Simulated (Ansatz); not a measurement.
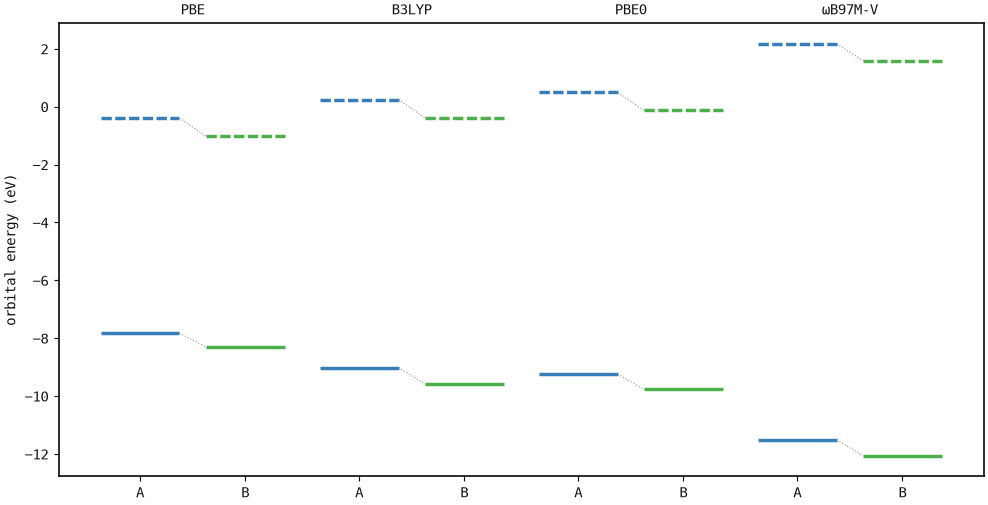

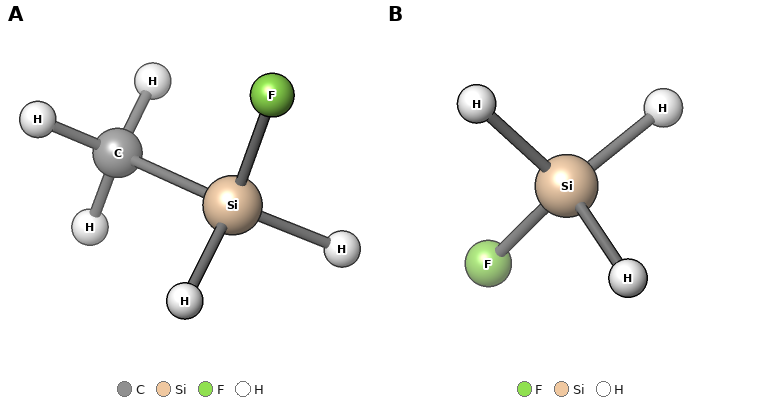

One change: A, CH₅FSi (SMILES C[SiH2]F), becomes B, SiH₃F (SMILES F[SiH3]). CH₃ on Si is replaced by H. HOMO (solid) and LUMO (dashed) computed in def2-TZVPP at PBE0-D4/def2-TZVP geometries, both minima by their frequencies, gas phase, the Ansatz code 0.2.0. Empty levels above zero depend strongly on the basis.

### What does the change do to HOMO and LUMO?

PBE: the HOMO falls by 0.48 eV, the LUMO falls by 0.63 eV, and the separation goes from 7.43 to 7.28 eV. B3LYP: the HOMO falls by 0.56 eV, the LUMO falls by 0.63 eV, and the separation goes from 9.27 to 9.19 eV. PBE0: the HOMO falls by 0.53 eV, the LUMO falls by 0.63 eV, and the separation goes from 9.73 to 9.64 eV. ωB97M-V: the HOMO falls by 0.55 eV, the LUMO falls by 0.58 eV, and the separation goes from 13.68 to 13.65 eV.

### Do the functionals agree on the effect?

They agree on the direction for both levels; the HOMO shift lies between −0.56 and −0.48 eV and the LUMO shift between −0.63 and −0.58 eV, while the separations themselves differ by up to 6.4 eV between functionals.
